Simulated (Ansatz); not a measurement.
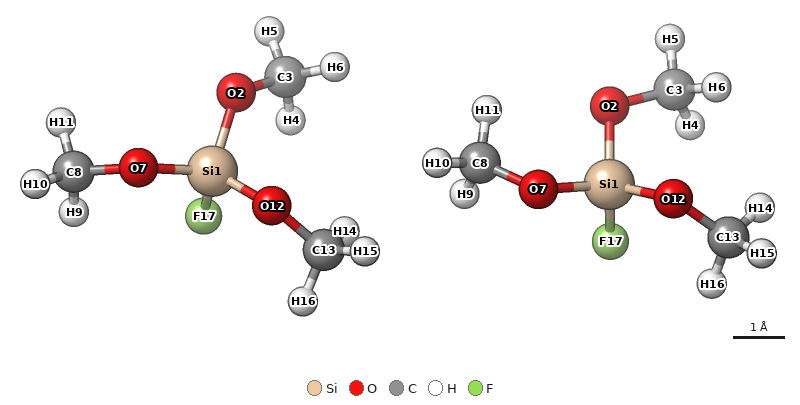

Two geometries of C₃H₉FO₃Si, drawn at one scale. One is the start of a relaxation, the other its converged end. The picture is a ball-and-stick view, seen at a tilt.

All numbers below come from RKS PBE0-D4/STO-3G (Ansatz 0.2.0). (no spin polarisation; force threshold 0.02 eV/Å; at most 40 steps)

Which of the two is the end point?

Answer. The right one is the relaxed one. The run prepares the start of a later molecular dynamics calculation, from a guessed geometry. The largest move after the best rigid fit is that of O2, 0.67 Å. By element the largest moves are O 0.67 Å, H 0.63 Å, F 0.53 Å, C 0.34 Å, Si 0.27 Å. Near-neighbour distances that change, for instance: Si1–F17 1.589 → 1.627 Å, O12–C13 1.420 → 1.450 Å, Si1–O12 1.679 → 1.699 Å, Si1–O7 1.680 → 1.694 Å. Among the angles between lasting bonds that change: Si1–O7–C8 125.0° → 111.7°, Si1–O12–C13 125.0° → 113.0°, O7–Si1–O12 109.5° → 104.1°. Groups turn about Si1–O7 by about 45°, O2–C3 by about 35°, O12–C13 by about 30°. The energy falls by 16.1 kcal/mol in 12 geometry steps. The largest force component goes from 2.4 to 0.011 eV/Å.

Limits of the set-up: STO-3G is a minimal basis, so the numbers are rough.
